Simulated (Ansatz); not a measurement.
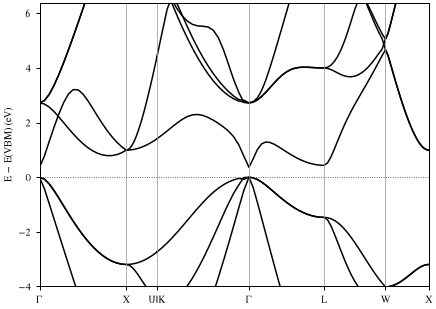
Fig. 1. Band structure from DFT-r²SCAN in the program Ansatz with PAW potentials

Read off the gap and where the band edges lie.

About 0.4 eV (0.36 eV by a search for the band edges); maximum at Γ, minimum at Γ.

The material is Ge (diamond, Fd-3m).

The cell was relaxed with r²SCAN under the symmetry of its start. Scalar-relativistic: spin–orbit coupling is off unless named, which matters more the heavier the elements.

Potentials: the later of the program's two PAW sets.
